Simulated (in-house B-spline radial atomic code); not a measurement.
```
Z = 15
electrons = 12.0
configuration = [Ne] 3s2
hamiltonian = x2c
method = pbe,pbe
lmax = 9
rms_radius = 3.1889
spin_polarised = False
box_radius = 14.14
intervals = 70
ion_configuration = [Ne] 3s1
```

Launched with:
```bash
python run_gw.py task.json out
```

All-electron spherical atom, scalar X2C, PBE start, no spin-orbit coupling, Breit or QED terms; computed with a B-spline radial code. The quasi-particle equation is solved at full frequency; levels of low quasi-particle weight Z are left out.

Parts of the G₀W₀ correction to each level for P IV (P³⁺):

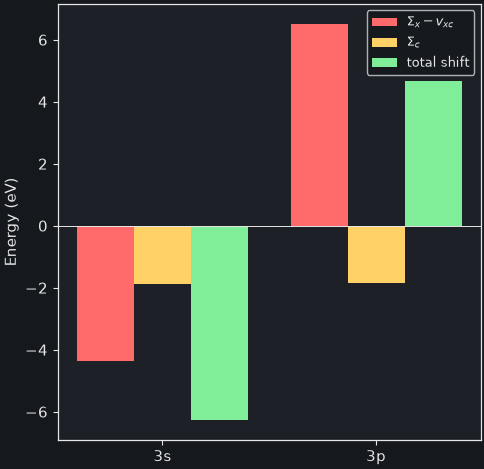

G₀W₀ moves the highest occupied level, 3s, from −45.61 to −51.88 eV (renormalisation factor Z = 0.94); the measured removal energy is 51.44 eV, so the error is +0.43 eV. The empty level 3p goes from −35.35 to −30.67 eV.

| Level | Mean field (eV) | Σx − vxc (eV) | Σc (eV) | Z | G₀W₀ (eV) |
| --- | --- | --- | --- | --- | --- |
| 3s | −45.61 | −4.38 | −1.89 | 0.94 | −51.88 |
| 3p | −35.35 | 6.51 | −1.84 | 0.93 | −30.67 |
